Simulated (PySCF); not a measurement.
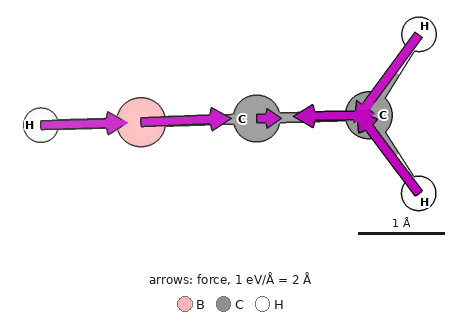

Starting geometry of C₂H₃B with the computed forces as purple arrows. A ball-and-stick model, seen at a tilt.

It is one of the separated reactants of a reaction.

The calculation used RKS PBE0-D4/def2-TZVP, density fitting in PySCF. 

> Is this structure relaxed? If not, where do the atoms go?

It isn't relaxed: the largest force vector, on an H atom, is 0.64 eV/Å. The atoms end up moving mostly along the starting forces (cosine between the two patterns 0.90). The energy falls by 0.93 kcal/mol in 3 geometry steps. The atom that moves furthest after the best rigid fit is an H atom (0.044 Å). By element the largest moves are H 0.044 Å, B 0.024 Å, C 0.014 Å. Among the contacts that change: B–H 1.192 → 1.172 Å, C–H 1.110 → 1.091 Å, B–C 1.376 → 1.357 Å, C–C 1.334 → 1.315 Å. The run took 16 s on 2 threads of AMD EPYC 7B13 (shared host).
